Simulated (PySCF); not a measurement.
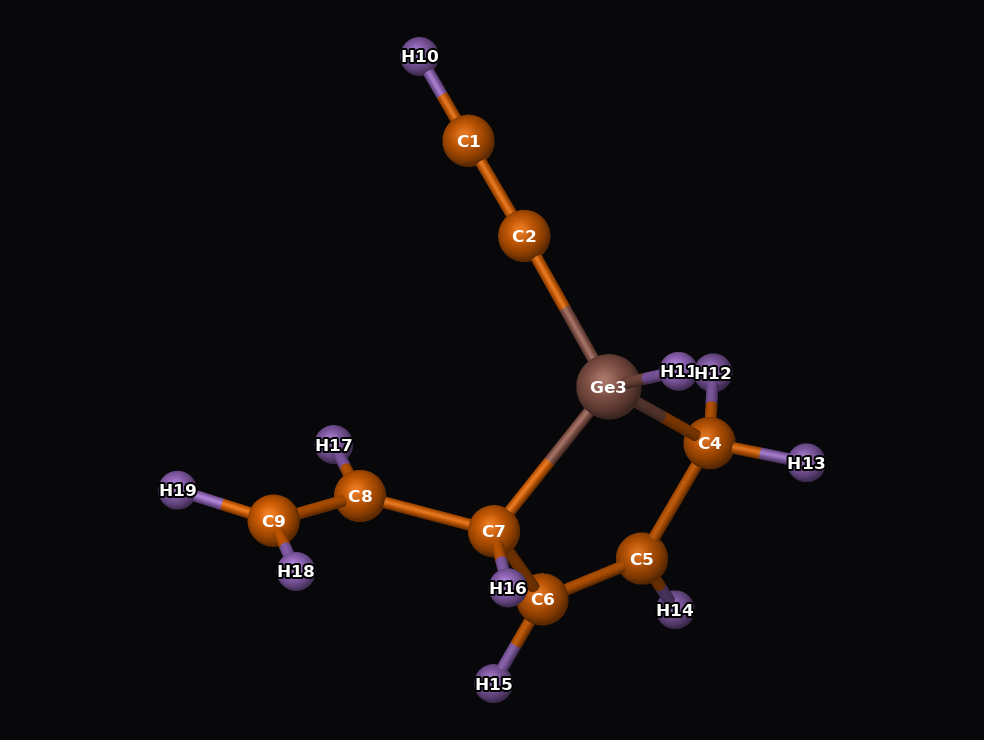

Computed geometry: PBE0-D3(BJ)/def2-SVP optimisation. No frequency run is at hand to confirm it as a minimum. Properties computed with delta-SCF UKS SCAN, pcX-2 on the ionised atom, pcseg-1 elsewhere, spin-free X2C (PySCF 2.14.0).

Give the core-electron binding energies (to vacuum) of C1 1s, C2 1s, C4 1s, C5 1s, C6 1s, C7 1s, C8 1s, C9 1s.

| atom | level | binding energy (eV) |
| --- | --- | --- |
| C1 | 1s | 290.1 |
| C2 | 1s | 290.0 |
| C4 | 1s | 290.2 |
| C5 | 1s | 290.2 |
| C6 | 1s | 290.1 |
| C7 | 1s | 290.2 |
| C8 | 1s | 290.3 |
| C9 | 1s | 289.7 |
